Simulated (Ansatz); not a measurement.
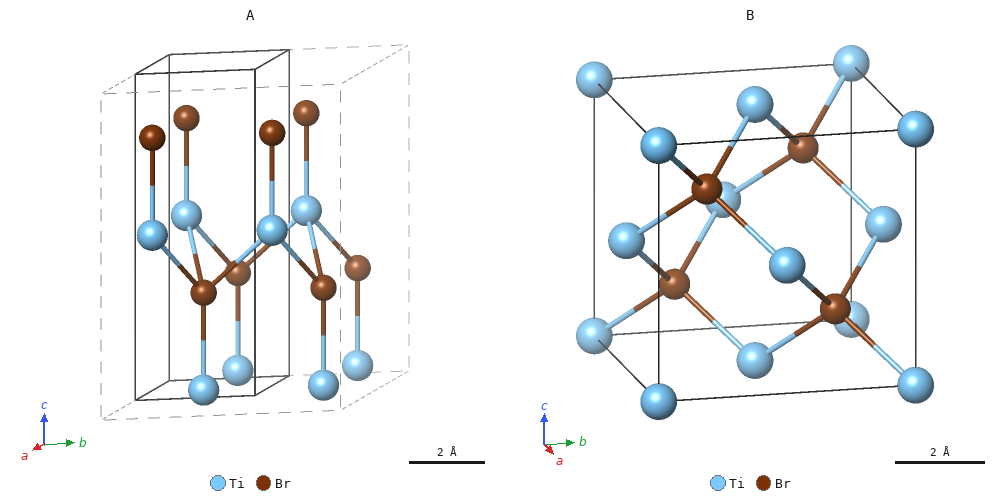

Two structures of TiBr, each relaxed to rest (conventional cells in solid outline, small ones repeated, not to one scale). Method: DFT PBE, scalar-relativistic, plane waves, PAW (Ansatz), with collinear spins.

> What are A and B?

A: 4 atoms a cell on a primitive hexagonal lattice, P6_3mc. B: zinc blende (sphalerite type), F-43m.

> Which polymorph is favoured?

A is lower, by 372 meV/atom at this level of theory (energies at zero smearing). Volumes: A 20.7, B 26.9 Å³/atom.

One or both may be structure types tried for this composition rather than known phases.
